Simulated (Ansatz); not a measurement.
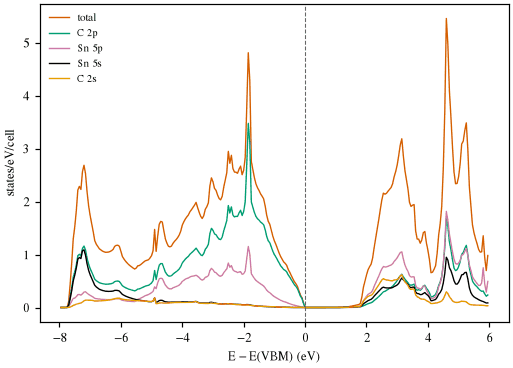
Figure: Total and projected density of states of SnC (wurtzite, P6_3mc), DFT-PBEsol in the program Ansatz with PAW potentials

Question: Which orbitals carry the states next to the gap?

Answer: Top 1 eV of the valence band: C 2p 84 %, Sn 5p 13 %. Bottom 1 eV of the conduction band: C 2s 33 %, Sn 5p 27 %, Sn 5s 22 %, C 2p 12 %, outside the projected shells 6 %. Projections are on Löwdin-orthogonalised atomic valence shells; empty p or d shells of many metals are not among them.

Question: Where is the tallest occupied peak in this window, and what makes it?

Answer: Near -1.8 eV, about 4.8 states/eV per cell; the largest projected share is C 2p.

The start of the workflow was typed in or built on a structure type; neither database checked (COD, Materials Project) lists it. Whether it is the stable phase at ambient conditions was not checked. The cell was relaxed with PBEsol under the symmetry of its start; its stability against distortions is not shown here. Its formation energy is positive at this level, so the cell may be metastable or incomplete. Scalar-relativistic: spin–orbit coupling is off unless named, which matters more the heavier the elements.

Potentials: the earlier of the program's two PAW sets. The files were generated under PBE; for other functionals the program regenerates the frozen cores, and for LDA and PBEsol the local potential too.
